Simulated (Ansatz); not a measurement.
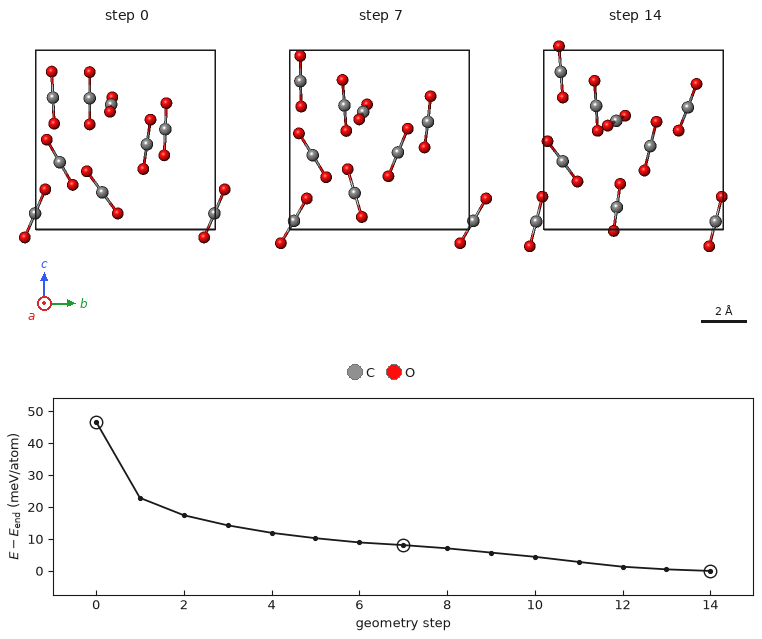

Frames of a relaxation of an amorphous cell of composition CO2, marked on the history of the run. Style: ball-and-stick. Shown: the cell of the calculation, along the a axis.

The cell holds 8 CO2. The run prepares the start of a later molecular dynamics calculation, from a guessed geometry.

Method: DFT LDA, scalar-relativistic, plane waves, PAW (Ansatz 0.2.0). Settings: plane-wave cutoff 420 eV; k-point mesh 1 × 1 × 1; occupations fermi dirac; smearing width 0.05 eV; no spin polarisation; atoms relaxed in a fixed cell; force threshold 0.3 eV/Å; at most 15 steps.

Describe the path.

The relaxation stopped without meeting its thresholds, so the last structure isn't shown to be converged. It used up its limit of 15 steps. An O atom moves most: 1.60 Å along [1 1 1]. By element the largest moves are O 1.60 Å, C 1.36 Å. The cell doesn't change. Near-neighbour distances that change, for instance: C–O 1.179 → 1.159 Å. Over 14 geometry steps the energy falls by 46.8 meV per atom. The largest force component goes from 2 to 0.95 eV/Å. The forces were under the threshold at step 3, but the run went on from there. Cost: 47 s on 1 thread of Arm Neoverse V1, with other jobs on the host, peak memory 0.43 GiB. From step 0 to 7: an O atom moves most (1.24 Å), energy −38.7 meV per atom. From step 7 to 14: an O atom moves most (1.12 Å), energy −8.1 meV per atom.

Limits of the set-up: the periodic images lie only 8.1 Å apart, so the values are limited by the cell's size.
